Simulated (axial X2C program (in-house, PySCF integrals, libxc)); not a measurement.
# All-electron X2C curves of SnF

Aim: find the lowest determinant of SnF, scan the bond at several levels and fit the constants, once spin-free and once with spin–orbit coupling.

Computed with an in-house X2C program for linear molecules on PySCF integrals. Level: all-electron X2C, Sn dyall-cv3z, F dyall-av3z.

All values are calculated.

## Step 1: The job

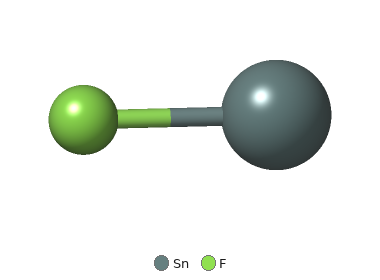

The two atoms at 2.040 Å (tin teal, fluorine green).

task.json

```json
{"zs": [50, 9], "q": 0, "bas": ["dyall-cv3z", "dyall-av3z"], "levels": ["PBE0", "HF", "TPSS"], "cc": true, "r0": 2.04, "thr": -1.0, "nmax": 90, "npts": 10, "nst": 2, "ntry": 6}
```

Keys: zs atomic numbers; q charge; bas basis sets; levels methods (HF also brings MP2); cc coupled cluster on or off; r0 starting distance in Å; thr threshold in hartree for freezing inner shells (an s shell follows its p shell); nmax most natural virtual spinors; npts points asked for on the curve; nst determinants followed; ntry starts of the search.

Started as:

```
python so2c.py task.json out
```

Spin-free means the one-electron spin-free X2C Hamiltonian; two-component (2c) means X2C with spin–orbit coupling and atomic mean-field two-electron Coulomb and Gaunt terms. Basis: Sn dyall-cv3z contracted to [11s12p9d4f1g], F dyall-av3z contracted to [7s6p3d2f]; Gaussian nuclei, density fitting. Masses: Sn 119.902 u, F 18.998 u.

Notation: σ, π±, δ± give the projection m of an orbital's angular momentum (0, ±1, ±2), α and β its spin, Λ and M_S the sums; ω is the projection of a spinor's total angular momentum and Ω the sum. Logs are in hartree.

The results follow Hamiltonian by Hamiltonian and level by level.

## Step 2: Search for the lowest determinant

PBE0 moves the distance from 2.040 Å to 1.955 Å and compares determinants there.

Spin-free determinants:

```csv
ΔE (eV),state,open shells
0.00,"M_S = 1/2, Λ = 1",beyond closed shells: π+α
2.32,"M_S = 1/2, Λ = 0",beyond closed shells: σα
3.83,"M_S = 3/2, Λ = 0","beyond closed shells: σα, π+α, π-α"
4.93,"M_S = 1/2, Λ = 0","beyond closed shells: σβ, π+α, π-α"
5.23,"M_S = 1/2, Λ = 2","beyond closed shells: σα, π+α, π+β"
5.23,"M_S = 1/2, Λ = 0","beyond closed shells: σα, π+β, π-α"
6.58,"M_S = 3/2, Λ = 1","beyond closed shells: 2 × π+α, π+β, 2 × π-α"
```

Two-component determinants:

| ΔE (eV) | state | open shells |
| --- | --- | --- |
| 0.00 | Ω = 1/2 | excess of +ω over −ω: ω = 1/2 |
| 0.30 | Ω = 3/2 | excess of +ω over −ω: ω = 3/2 |
| 5.08 | Ω = 1/2 | excess of +ω over −ω: 2 × ω = -1/2, ω = 3/2 |
| 5.37 | Ω = 5/2 | excess of +ω over −ω: 2 × ω = 1/2, ω = 3/2 |
| 5.68 | Ω = 1/2 | excess of +ω over −ω: ω = 1/2 |
| 6.70 | Ω = 5/2 | excess of +ω over −ω: ω = -1/2, 2 × ω = 3/2 |
| 7.21 | Ω = 3/2 | excess of +ω over −ω: ω = 3/2 |

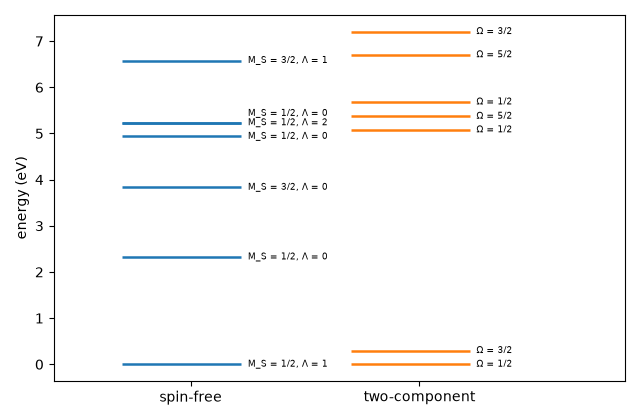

The determinants found, each set from its own lowest.

## Step 3: PBE0, spin-free

State followed: M_S = 1/2, Λ = 1 (beyond closed shells: π+α). The scan is laid around 1.955 Å, a first estimate of the minimum, and this SCF restarts from the orbitals of the search.

Output at 1.955 Å:

```text
spin-free X2C-1e  PBE0
basis functions 183  fitting functions 924  grid points 5079
iter        total energy     max residual
   1      -6276.163314942     3.40e-05
   2      -6276.163314947     2.85e-05
   3      -6276.163314955     1.53e-05
converged
one-electron -8874.55108708  Coulomb 2653.36394160  exact exchange -43.50877303  xc functional -133.27289256  nuclear repulsion 121.80549612
```

Along the bond, energies from the lowest point:

| R (Å) | E (eV) | μ (D) | HOMO (eV) | LUMO (eV) | iterations |
| --- | --- | --- | --- | --- | --- |
| 1.701 | 0.9767 | -1.03 | -4.48 | -2.79 | 25 |
| 1.779 | 0.3916 | -1.54 | -4.62 | -2.92 | 21 |
| 1.838 | 0.1499 | -1.92 | -4.72 | -3.01 | 20 |
| 1.896 | 0.0297 | -2.31 | -4.82 | -3.10 | 18 |
| 1.955 | 0.0000 | -2.69 | -4.92 | -3.20 | 3 |
| 2.023 | 0.0489 | -3.13 | -5.03 | -3.30 | 19 |
| 2.092 | 0.1615 | -3.57 | -5.14 | -3.41 | 17 |
| 2.180 | 0.3681 | -4.12 | -5.29 | -3.55 | 18 |
| 2.287 | 0.6753 | -4.77 | -5.45 | -3.71 | 17 |
| 2.444 | 1.1661 | -5.69 | -5.69 | -3.93 | 18 |

Dipoles are positive if F is the positive end.

Outer orbitals at the reference distance:

```tsv
symmetry	occupied	ε (eV)	atomic character
δ+α	yes	-29.08	100% Sn d
δ-α	yes	-29.03	100% Sn d
π+α	yes	-28.97	100% Sn d
π-α	yes	-28.95	100% Sn d
δ-β	yes	-28.93	100% Sn d
δ+β	yes	-28.93	100% Sn d
π+β	yes	-28.90	100% Sn d
π-β	yes	-28.90	100% Sn d
σα	yes	-28.50	83% Sn d, 15% F s
σβ	yes	-28.43	82% Sn d, 15% F s
σα	yes	-13.46	52% F p, 42% Sn s, 3% F s
σβ	yes	-13.02	62% F p, 33% Sn s, 3% F s
π+α	yes	-10.84	92% F p, 4% Sn p
π-α	yes	-10.67	92% F p, 4% Sn p, 2% Sn d
π+β	yes	-10.61	93% F p, 3% Sn p, 2% Sn d
π-β	yes	-10.61	93% F p, 3% Sn p, 2% Sn d
σα	yes	-9.78	42% F p, 35% Sn s, 17% Sn p
σβ	yes	-9.29	44% Sn s, 33% F p, 17% Sn p
π+α	yes	-4.92	88% Sn p, 7% F p, 2% Sn d
π-α	no	-3.20	88% Sn p, 7% F p, 2% Sn d
π-β	no	-2.32	89% Sn p, 7% F p, 2% Sn d
π+β	no	-2.32	89% Sn p, 7% F p, 2% Sn d
σα	no	-0.88	71% Sn p, 13% Sn d, 6% F s
```

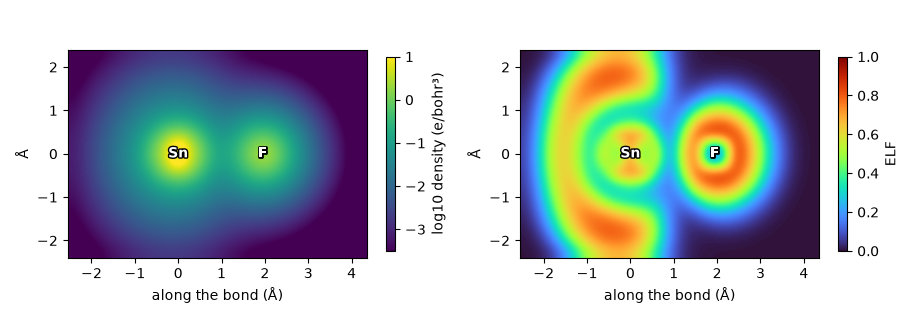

PBE0 fields in a plane through the axis, from a grid of 0.3 Å; Sn lies at z = 0 and F at z = 1.955 Å; the ELF is damped to zero where the density is low.

Re = 1.949 Å, ωe = 576 cm⁻¹, ωexe = 2.64 cm⁻¹, Be = 0.2707 cm⁻¹, De = 4.86 eV, μ = -2.65 D.

## Step 4: HF, spin-free

Output at 1.955 Å:

```text
spin-free X2C-1e  HF
basis functions 183  fitting functions 924  grid points 5079
iter        total energy     max residual
   1      -6273.416741477     3.31e-01
   2      -6273.444862356     9.87e-03
   3      -6273.445840709     1.47e-02
   4      -6273.446127821     2.26e-03
   5      -6273.446148313     5.98e-04
   6      -6273.446156748     7.47e-04
   7      -6273.446158409     2.17e-04
   8      -6273.446158859     6.00e-05
   9      -6273.446158926     4.64e-05
  10      -6273.446158940     1.19e-05
  11      -6273.446158943     6.74e-06
  12      -6273.446158944     3.84e-06
  13      -6273.446158944     1.33e-06
converged
one-electron -8873.67886550  Coulomb 2652.58976658  exact exchange -174.16255614  xc functional 0.00000000  nuclear repulsion 121.80549612
```

Re = 1.929 Å, ωe = 606 cm⁻¹, ωexe = 2.81 cm⁻¹, Be = 0.2764 cm⁻¹, De = 3.00 eV, μ = -2.71 D.

## Step 5: TPSS, spin-free

Output at 1.955 Å:

```text
spin-free X2C-1e  TPSS
basis functions 183  fitting functions 924  grid points 5079
iter        total energy     max residual
   1      -6276.340244061     2.01e-01
   2      -6276.341827660     9.06e-03
   3      -6276.342568171     2.61e-02
   4      -6276.342733028     4.93e-03
   5      -6276.342812450     5.75e-03
   6      -6276.342821307     2.37e-03
   7      -6276.342823095     1.67e-04
   8      -6276.342823112     1.93e-04
   9      -6276.342823150     2.50e-05
  10      -6276.342823151     1.73e-05
converged
one-electron -8873.90243156  Coulomb 2652.67863076  exact exchange 0.00000000  xc functional -176.92451847  nuclear repulsion 121.80549612
```

Re = 1.967 Å, ωe = 558 cm⁻¹, ωexe = 2.6 cm⁻¹, Be = 0.2657 cm⁻¹, De = 5.06 eV, μ = -2.55 D.

## Step 6: Correlated methods, spin-free

Correlated methods: 11 electrons correlated (frozen shells, counted by type: Sn 4 s, 3 p, 2 d; F 1 s), 257 virtual spinors in MP2, 90 natural virtuals in coupled cluster.

Output of the correlated part at 1.955 Å:

```text
correlated 11  virtual 257  natural virtual 90  E(MP2) -0.338427059  MP2 remainder -0.012728380
iter   CCSD correlation   residual
   1     -0.321283214   1.35e-01
   2     -0.330101436   6.17e-02
   3     -0.332948704   2.42e-02
   4     -0.332869082   7.91e-03
   5     -0.332895670   2.87e-03
   6     -0.332927305   1.01e-03
   7     -0.332924461   3.89e-04
   8     -0.332922509   1.41e-04
   9     -0.332925368   5.46e-05
  10     -0.332924386   1.88e-05
  11     -0.332924615   5.62e-06
  12     -0.332924551   2.20e-06
  13     -0.332924530   8.51e-07
  14     -0.332924515   3.86e-07
(T) -0.011294264  T1 0.0242  D1 0.0378  max T2 0.093
```

T1 in the output is the amplitude norm over the root of the electron number; divide by √2 for the Lee–Taylor value.

MP2: Re = 1.961 Å, ωe = 573 cm⁻¹, Be = 0.2672 cm⁻¹, De = 5.25 eV.

CCSD: Re = 1.952 Å, ωe = 583 cm⁻¹, ωexe = 2.63 cm⁻¹, Be = 0.2696 cm⁻¹, De = 4.78 eV. T1 at Re = 0.017 (Lee–Taylor, the printed value over √2).

CCSD(T): Re = 1.959 Å, ωe = 575 cm⁻¹, ωexe = 2.61 cm⁻¹, Be = 0.2679 cm⁻¹, De = 4.93 eV. T1 at Re = 0.017 (Lee–Taylor, the printed value over √2).

## Step 7: A higher determinant, spin-free

State: M_S = 1/2, Λ = 0 (beyond closed shells: σα).

Output at the reference distance:

```text
spin-free X2C-1e  PBE0
basis functions 183  fitting functions 924  grid points 5079
iter        total energy     max residual
   1      -6276.077936435     2.08e-05
   2      -6276.077936438     1.93e-05
converged
one-electron -8872.93286844  Coulomb 2651.80187190  exact exchange -43.49826719  xc functional -133.25416883  nuclear repulsion 121.80549612
```

| R (Å) | E above the lowest PBE0 point (eV) |
| --- | --- |
| 1.701 | 3.576 |
| 1.779 | 2.935 |
| 1.838 | 2.633 |
| 1.896 | 2.438 |
| 1.955 | 2.323 |
| 2.023 | 2.263 |
| 2.092 | 2.259 |
| 2.180 | 2.313 |
| 2.287 | 2.436 |

Re = 2.062 Å, ωe = 407 cm⁻¹, ωexe = 1.97 cm⁻¹, Be = 0.2418 cm⁻¹, μ = -2.52 D. Te = 2.26 eV.

## Step 8: The spin-free curves together

Energy (eV) of the followed determinant, spin-free, from each level's lowest point:

| R (Å) | PBE0 | HF | MP2 | CCSD | CCSD(T) | TPSS |
| --- | --- | --- | --- | --- | --- | --- |
| 1.701 | 0.977 | 0.878 | 1.089 | n/a | n/a | 1.088 |
| 1.779 | 0.392 | 0.319 | 0.456 | 0.423 | 0.446 | 0.464 |
| 1.838 | 0.150 | 0.101 | 0.188 | 0.166 | 0.181 | 0.196 |
| 1.896 | 0.030 | 0.005 | 0.046 | 0.036 | 0.043 | 0.052 |
| 1.955 | 0.000 | 0.000 | 0.000 | 0.000 | 0.000 | 0.000 |
| 2.023 | 0.049 | 0.077 | 0.034 | 0.046 | 0.037 | 0.026 |
| 2.092 | 0.162 | 0.217 | 0.136 | 0.158 | 0.142 | 0.118 |
| 2.180 | 0.368 | 0.455 | 0.333 | 0.367 | 0.342 | 0.300 |
| 2.287 | 0.675 | 0.796 | 0.634 | n/a | n/a | 0.581 |
| 2.444 | 1.166 | 1.327 | 1.126 | n/a | n/a | 1.039 |

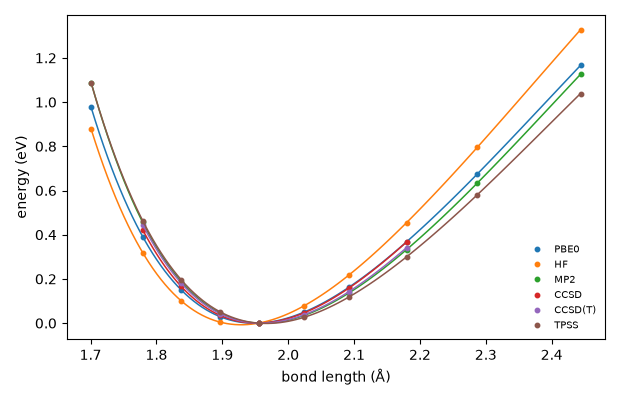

Curves of the followed state, spin-free, each from its own lowest point.

## Step 9: PBE0, 2c

State followed: Ω = 1/2 (excess of +ω over −ω: ω = 1/2). The scan is laid around 1.955 Å, a first estimate of the minimum, and this SCF restarts from the orbitals of the search.

The SCF at the reference distance of 1.955 Å:

```text
two-component X2C + atomic mean field  PBE0
basis functions 183  fitting functions 924  grid points 5079
iter        total energy     max residual
   1      -6273.562825792     3.52e-05
   2      -6273.562825802     1.78e-05
converged
one-electron -8867.25777786  Coulomb 2652.10228007  exact exchange -43.48446649  xc functional -133.20227457  nuclear repulsion 121.80549612  atomic mean-field constant -3.52608307
```

Along the bond, energies from the lowest point:

| R (Å) | E (eV) | μ (D) | HOMO (eV) | LUMO (eV) | iterations |
| --- | --- | --- | --- | --- | --- |
| 1.701 | 0.9938 | -1.06 | -4.59 | -2.63 | 25 |
| 1.779 | 0.4028 | -1.57 | -4.72 | -2.75 | 23 |
| 1.838 | 0.1571 | -1.96 | -4.83 | -2.84 | 22 |
| 1.896 | 0.0332 | -2.34 | -4.93 | -2.93 | 18 |
| 1.955 | 0.0000 | -2.73 | -5.03 | -3.02 | 2 |
| 2.023 | 0.0451 | -3.17 | -5.15 | -3.12 | 20 |
| 2.092 | 0.1540 | -3.60 | -5.27 | -3.23 | 17 |
| 2.180 | 0.3561 | -4.16 | -5.41 | -3.36 | 21 |
| 2.287 | 0.6582 | -4.82 | -5.58 | -3.52 | 20 |
| 2.444 | 1.1419 | -5.74 | -5.82 | -3.73 | 21 |

Dipoles are positive if F is the positive end.

Outer spinors at the reference distance:

| ω | occupied | ε (eV) | atomic character | λ mixture |
| --- | --- | --- | --- | --- |
| 3/2 | yes | -29.57 | 100% Sn d | 85% δ, 15% π |
| -3/2 | yes | -29.45 | 100% Sn d | 79% δ, 21% π |
| 1/2 | yes | -29.30 | 94% Sn d, 5% F s | 80% π, 20% σ |
| -1/2 | yes | -29.26 | 93% Sn d, 6% F s | 76% π, 24% σ |
| -5/2 | yes | -28.55 | 100% Sn d | 100% δ |
| -3/2 | yes | -28.47 | 100% Sn d | 79% π, 21% δ |
| 3/2 | yes | -28.45 | 100% Sn d | 85% π, 15% δ |
| 5/2 | yes | -28.44 | 100% Sn d | 100% δ |
| -1/2 | yes | -28.17 | 88% Sn d, 10% F s | 77% σ, 23% π |
| 1/2 | yes | -28.14 | 87% Sn d, 11% F s | 81% σ, 19% π |
| -1/2 | yes | -13.41 | 52% F p, 42% Sn s, 3% F s | 100% σ |
| 1/2 | yes | -12.96 | 62% F p, 33% Sn s, 3% F s | 100% σ |
| 1/2 | yes | -10.82 | 92% F p, 4% Sn p | 100% π |
| -3/2 | yes | -10.61 | 93% F p, 4% Sn p, 2% Sn d | 100% π |
| -1/2 | yes | -10.57 | 93% F p, 3% Sn p, 2% Sn d | 100% π |
| 3/2 | yes | -10.54 | 93% F p, 3% Sn p, 2% Sn d | 100% π |
| -1/2 | yes | -9.73 | 42% F p, 35% Sn s, 17% Sn p | 100% σ |
| 1/2 | yes | -9.25 | 44% Sn s, 33% F p, 17% Sn p | 100% σ |
| 1/2 | yes | -5.03 | 88% Sn p, 7% F p, 2% Sn d | 100% π |
| -3/2 | no | -3.02 | 88% Sn p, 7% F p, 2% Sn d | 100% π |
| -1/2 | no | -2.42 | 88% Sn p, 7% F p, 2% Sn d | 99% π, 1% σ |
| 3/2 | no | -2.15 | 89% Sn p, 7% F p, 2% Sn d | 100% π |
| -1/2 | no | -0.83 | 71% Sn p, 13% Sn d, 6% F s | 99% σ, 1% π |

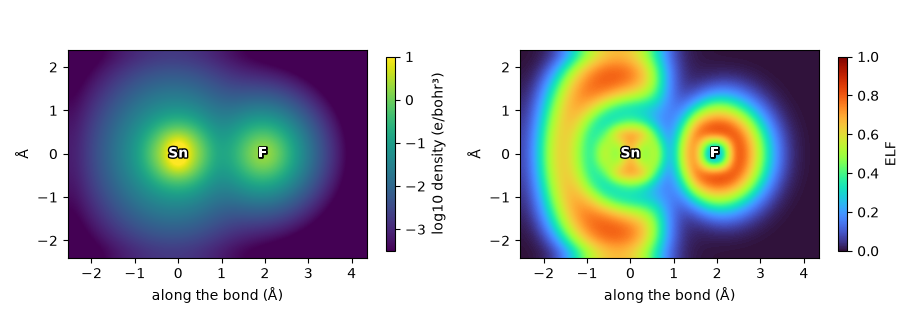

PBE0 fields in a plane through the axis, from a grid of 0.3 Å; Sn lies at z = 0 and F at z = 1.955 Å; the ELF is damped to zero where the density is low.

Re = 1.952 Å, ωe = 573 cm⁻¹, ωexe = 2.64 cm⁻¹, Be = 0.2699 cm⁻¹, De = 4.96 eV, μ = -2.70 D.

## Step 10: HF, 2c

The SCF at the reference distance of 1.955 Å:

```text
two-component X2C + atomic mean field  HF
basis functions 183  fitting functions 924  grid points 5079
iter        total energy     max residual
   1      -6270.813950719     3.76e-01
   2      -6270.842004171     9.85e-03
   3      -6270.842981997     1.66e-02
   4      -6270.843266160     2.27e-03
   5      -6270.843287120     6.05e-04
   6      -6270.843295912     7.93e-04
   7      -6270.843297592     2.33e-04
   8      -6270.843298027     5.74e-05
   9      -6270.843298091     5.15e-05
  10      -6270.843298105     1.21e-05
  11      -6270.843298108     7.03e-06
  12      -6270.843298109     4.14e-06
  13      -6270.843298109     1.27e-06
converged
one-electron -8866.38724674  Coulomb 2651.32945723  exact exchange -174.06492164  xc functional 0.00000000  nuclear repulsion 121.80549612  atomic mean-field constant -3.52608307
```

Re = 1.931 Å, ωe = 602 cm⁻¹, ωexe = 2.83 cm⁻¹, Be = 0.2755 cm⁻¹, De = 3.05 eV, μ = -2.76 D.

## Step 11: TPSS, 2c

Output at 1.955 Å:

```text
two-component X2C + atomic mean field  TPSS
basis functions 183  fitting functions 924  grid points 5079
iter        total energy     max residual
   1      -6273.737385947     2.01e-01
   2      -6273.738999922     8.68e-03
   3      -6273.739714262     2.57e-02
   4      -6273.739870488     4.51e-03
   5      -6273.739948192     5.72e-03
   6      -6273.739956913     2.30e-03
   7      -6273.739958624     1.68e-04
   8      -6273.739958641     1.92e-04
   9      -6273.739958680     2.45e-05
  10      -6273.739958681     1.68e-05
converged
one-electron -8866.60245210  Coulomb 2651.41032061  exact exchange 0.00000000  xc functional -176.82724024  nuclear repulsion 121.80549612  atomic mean-field constant -3.52608307
```

Re = 1.970 Å, ωe = 554 cm⁻¹, ωexe = 2.61 cm⁻¹, Be = 0.2649 cm⁻¹, De = 5.18 eV, μ = -2.60 D.

## Step 12: MP2 and beyond, 2c

Correlated methods: 11 electrons correlated (frozen shells, counted by type: Sn 4 s, 3 p, 2 d; F 1 s), 257 virtual spinors in MP2, 90 natural virtuals in coupled cluster.

Output of the correlated part at 1.955 Å:

```text
correlated 11  virtual 257  natural virtual 90  E(MP2) -0.338085159  MP2 remainder -0.012746643
iter   CCSD correlation   residual
   1     -0.320922789   1.34e-01
   2     -0.329679360   6.09e-02
   3     -0.332482053   2.37e-02
   4     -0.332404220   7.69e-03
   5     -0.332430446   2.79e-03
   6     -0.332461549   1.00e-03
   7     -0.332458836   3.93e-04
   8     -0.332457083   1.46e-04
   9     -0.332459881   6.22e-05
  10     -0.332458869   2.86e-05
  11     -0.332459202   1.55e-05
  12     -0.332458994   9.43e-06
  13     -0.332458966   4.27e-06
  14     -0.332458933   1.65e-06
  15     -0.332458935   7.12e-07
(T) -0.011228488  T1 0.0241  D1 0.0369  max T2 0.090
```

MP2: Re = 1.964 Å, ωe = 570 cm⁻¹, Be = 0.2665 cm⁻¹, De = 5.33 eV.

CCSD: Re = 1.955 Å, ωe = 580 cm⁻¹, ωexe = 2.69 cm⁻¹, Be = 0.269 cm⁻¹, De = 4.68 eV. T1 at Re = 0.017 (Lee–Taylor, the printed value over √2).

CCSD(T): Re = 1.961 Å, ωe = 572 cm⁻¹, ωexe = 2.6 cm⁻¹, Be = 0.2672 cm⁻¹, De = 4.80 eV. T1 at Re = 0.017 (Lee–Taylor, the printed value over √2).

## Step 13: A higher determinant, 2c

State: Ω = 3/2 (excess of +ω over −ω: ω = 3/2).

Output at the reference distance:

```text
two-component X2C + atomic mean field  PBE0
basis functions 183  fitting functions 924  grid points 5079
iter        total energy     max residual
   1      -6273.551924046     3.46e-05
   2      -6273.551924054     1.56e-05
converged
one-electron -8866.91708801  Coulomb 2651.76472389  exact exchange -43.48256685  xc functional -133.19640614  nuclear repulsion 121.80549612  atomic mean-field constant -3.52608307
```

| R (Å) | E above the lowest PBE0 point (eV) |
| --- | --- |
| 1.701 | 1.265 |
| 1.779 | 0.683 |
| 1.838 | 0.443 |
| 1.896 | 0.325 |
| 1.955 | 0.297 |
| 2.023 | 0.347 |
| 2.092 | 0.462 |
| 2.180 | 0.670 |
| 2.287 | 0.979 |

Re = 1.947 Å, ωe = 578 cm⁻¹, ωexe = 2.64 cm⁻¹, Be = 0.2711 cm⁻¹, μ = -2.59 D. Te = 0.30 eV.

## Step 14: The 2c curves together

Energy (eV) of the followed determinant, 2c, from each level's lowest point:

| R (Å) | PBE0 | HF | MP2 | CCSD | CCSD(T) | TPSS |
| --- | --- | --- | --- | --- | --- | --- |
| 1.701 | 0.994 | 0.896 | 1.105 | n/a | n/a | 1.104 |
| 1.779 | 0.403 | 0.331 | 0.467 | 0.433 | 0.456 | 0.474 |
| 1.838 | 0.157 | 0.108 | 0.195 | 0.172 | 0.188 | 0.203 |
| 1.896 | 0.033 | 0.009 | 0.050 | 0.038 | 0.046 | 0.055 |
| 1.955 | 0.000 | 0.000 | 0.000 | 0.000 | 0.000 | 0.000 |
| 2.023 | 0.045 | 0.073 | 0.030 | 0.042 | 0.034 | 0.022 |
| 2.092 | 0.154 | 0.209 | 0.128 | 0.151 | 0.135 | 0.111 |
| 2.180 | 0.356 | 0.442 | 0.321 | 0.356 | 0.330 | 0.289 |
| 2.287 | 0.658 | 0.777 | 0.618 | n/a | n/a | 0.566 |
| 2.444 | 1.142 | 1.300 | 1.103 | n/a | n/a | 1.017 |

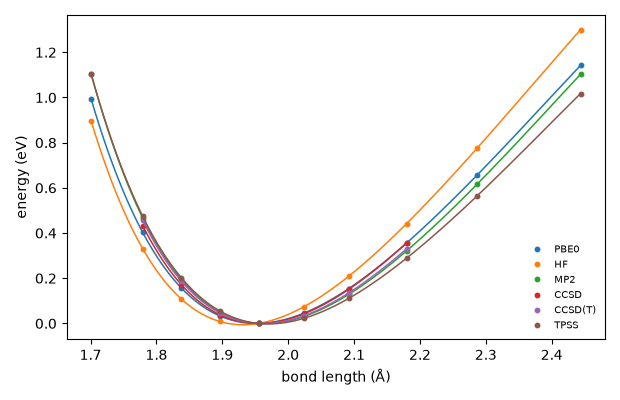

Curves of the followed state, 2c, each from its own lowest point.

The whole job took 98 s on 1 thread of AMD EPYC 9B45 (Zen 5), shared host; peak memory 0.71 GiB.

## Step 15: Results

Lowest determinant that the search found at its distance, spin-free: M_S = 1/2, Λ = 1 (beyond closed shells: π+α).

Lowest determinant that the search found at its distance, 2c: Ω = 1/2 (excess of +ω over −ω: ω = 1/2).

| Hamiltonian | level | Re (Å) | ωe (cm⁻¹) | De (eV) | μ (D) |
| --- | --- | --- | --- | --- | --- |
| spin-free | PBE0 | 1.949 | 576 | 4.86 | -2.65 |
| spin-free | HF | 1.929 | 606 | 3.00 | -2.71 |
| spin-free | MP2 | 1.961 | 573 | 5.25 | n/a |
| spin-free | CCSD | 1.952 | 583 | 4.78 | n/a |
| spin-free | CCSD(T) | 1.959 | 575 | 4.93 | n/a |
| spin-free | TPSS | 1.967 | 558 | 5.06 | -2.55 |
| 2c | PBE0 | 1.952 | 573 | 4.96 | -2.70 |
| 2c | HF | 1.931 | 602 | 3.05 | -2.76 |
| 2c | MP2 | 1.964 | 570 | 5.33 | n/a |
| 2c | CCSD | 1.955 | 580 | 4.68 | n/a |
| 2c | CCSD(T) | 1.961 | 572 | 4.80 | n/a |
| 2c | TPSS | 1.970 | 554 | 5.18 | -2.60 |

Dipoles are positive if F is the positive end.

Time per point (s) on 1 thread of AMD EPYC 9B45 (Zen 5), shared host (2c runs; CCSD comes with the CCSD(T) run); the times are rough: PBE0 0.62, HF 0.47, MP2 0.56, CCSD(T) 3.1, TPSS 0.61.

What this shows: At CCSD(T), going from spin-free to two-component changes Re by +3 mÅ, ωe by -0.6 %; the spin-free picture holds up (part of it comes from the scalar share of the two-electron terms). De moves by -0.13 eV; both De rest on single-determinant atoms, which can miss part of an open shell's spin–orbit lowering.

De refers to Sn + F, each in the lowest determinant found, which need not be this curve's own limit. The state is a single determinant with fixed occupations, the lowest that a limited PBE0 search found. Dissociation energies refer to the lowest single-determinant-based atoms at the same level and basis. Density functionals use the spin component along the axis (collinear). CCSD and (T) use frozen natural virtuals with an MP2 correction for the truncation. The meta-GGAs lack a current-density term, which matters for open shells with orbital currents, atoms included. With the outer-core shells frozen, correlated bond lengths of heavy atoms tend to come out a few hundredths of an ångström too long.
